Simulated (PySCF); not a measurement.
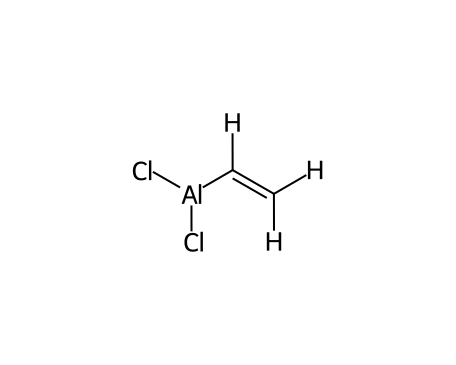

A structural formula.

Write the SMILES.

Answer. C=[CH][Al]([Cl])[Cl]

Give the formula, hydrogens included.

Answer. C2H3AlCl2.

The parts below concern this one geometry. Atoms keep their numbers from picture to picture. The computed structure is the end point of a PBE0-D3(BJ)/def2-SVP optimisation. No frequency run is at hand to confirm it as a minimum.

## Shape

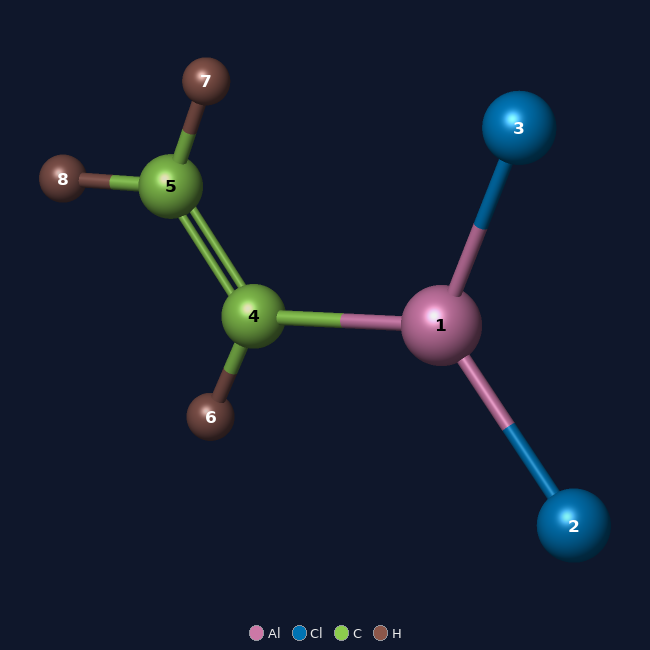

Atoms carry their numbers in the input. No frequency run is at hand to confirm it as a minimum.

Estimate the angles Cl2–Al1–Cl3, Cl2–Al1–C4, Cl3–Al1–C4, Al1–C4–C5, Al1–C4–H6, C5–C4–H6, C4–C5–H7, C4–C5–H8, H7–C5–H8.

| angle | degrees |
| --- | --- |
| Cl2–Al1–Cl3 | 117.8 |
| Cl2–Al1–C4 | 123.0 |
| Cl3–Al1–C4 | 119.2 |
| Al1–C4–C5 | 120.9 |
| Al1–C4–H6 | 121.3 |
| C5–C4–H6 | 117.8 |
| C4–C5–H7 | 122.1 |
| C4–C5–H8 | 122.2 |
| H7–C5–H8 | 115.7 |

## Dipole moment

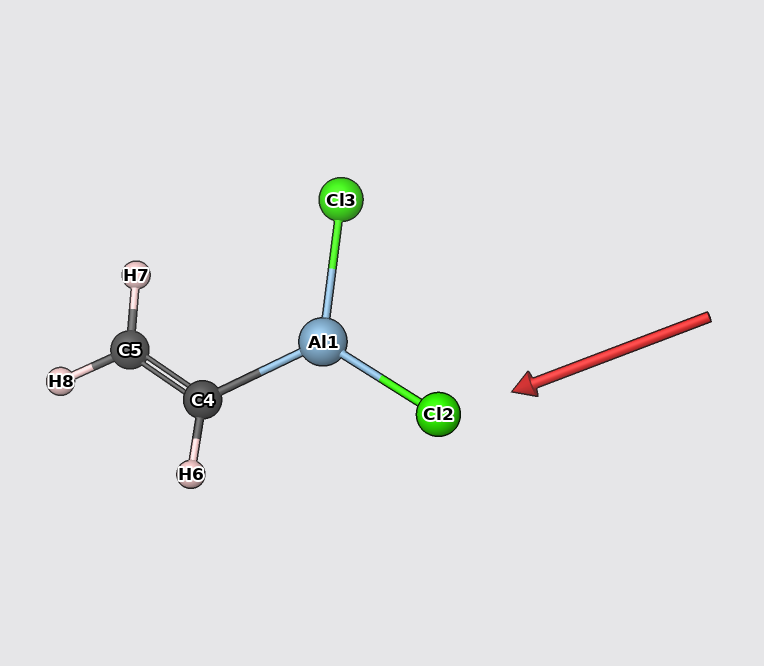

The arrow beside the molecule shows the direction of the dipole moment, from the negative to the positive end (its length means nothing). No frequency run is at hand to confirm it as a minimum. Method: B3LYP/pcSseg-1 (pcSseg-2 on Al), gas phase (PySCF 2.14.0).

Estimate the dipole moment.

Answer. 2.42 D; it points from the side of Cl2 to the side of H8 (the outermost atoms at the two ends).

## NMR shielding

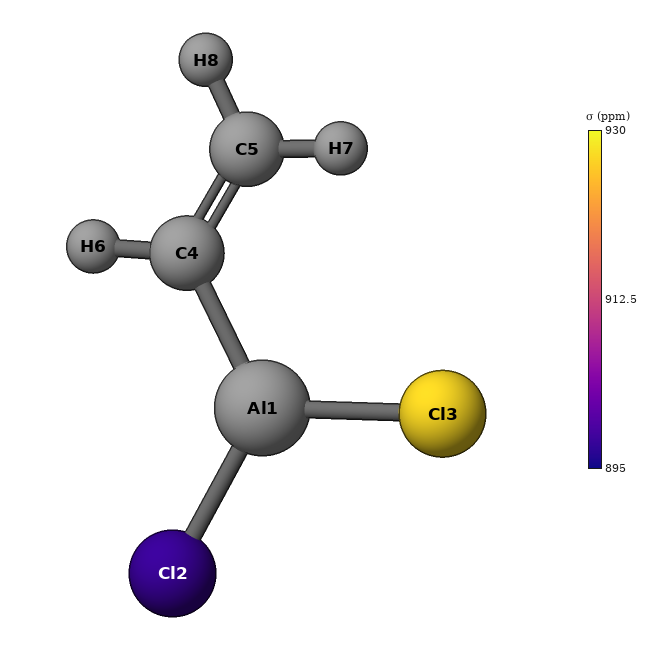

Atoms are coloured by their isotropic NMR shieldings (Cl only, the others grey). No frequency run is at hand to confirm it as a minimum. Properties computed with GIAO B3LYP/pcSseg-1 (pcSseg-2 on Al) NMR shielding, non-relativistic, gas phase (PySCF 2.14.0).

Give the isotropic NMR shieldings of the Cl atoms atom by atom.

```tsv
atom	σ (ppm)
Cl2	898.1
Cl3	927.3
```

## Charges

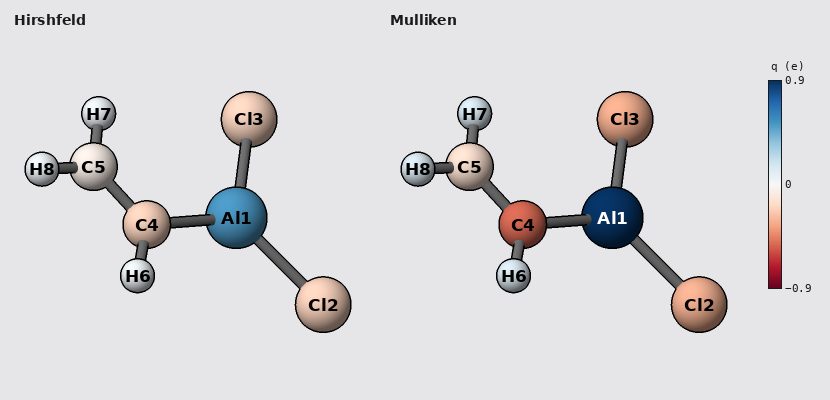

Atomic charges of one calculation by 2 schemes, on one colour scale. No frequency run is at hand to confirm it as a minimum. Method: PBE0/pcSseg-1 (pcSseg-2 on Al) (PySCF 2.14.0).

Which scheme gives the most polar picture (largest mean size of the charges)?

Answer. The Mulliken charges are the largest in size here.

On which atom do the schemes disagree most?

Answer. On Al1 (from 0.52 to 0.88 e).

List the charges (e), one line for each set of equivalent atoms.

```csv
atom,Hirshfeld,Mulliken
Al1,0.52,0.88
Cl2,−0.20,−0.32
Cl3,−0.20,−0.32
C4,−0.20,−0.51
C5,−0.06,−0.14
H6,0.04,0.13
H7,0.05,0.14
H8,0.05,0.14
```

Mulliken values depend strongly on the basis set and can even reverse the polarity of a bond.
